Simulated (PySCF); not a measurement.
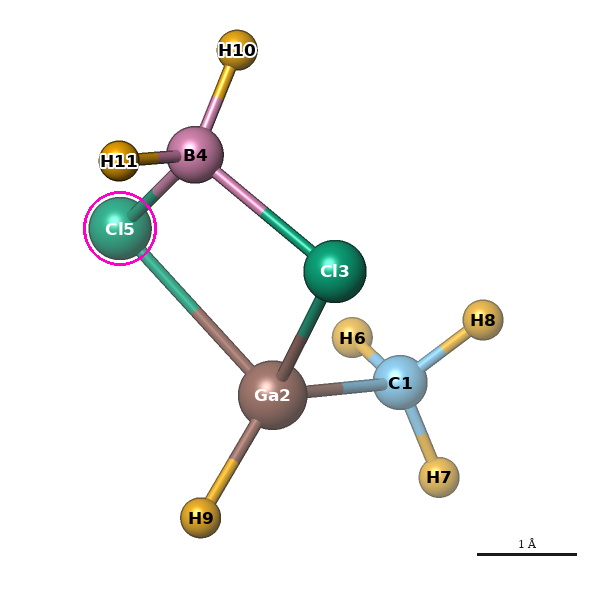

Orthographic view. Depth is shown by fading: the farther an atom, the more it takes the colour of the background. Computed geometry: GFN2-xTB optimisation. No frequency run is at hand to confirm it as a minimum.

Name the neighbours of the circled atom.

The circled atom is Cl5; it is bonded to Ga2, B4.

Which atom is farthest from the viewer?

H6, 2.4 Å behind the mean position.

What is the shortest path along bonds from the circled atom to H6?

Cl5–Ga2–C1–H6, 3 bonds; through space the two are 3.52 Å apart.

Of Ga2 and Cl3, which is nearer the viewer?

Cl3; the bond to Ga2 points away from the viewer, so it looks shorter than its 2.31 Å.
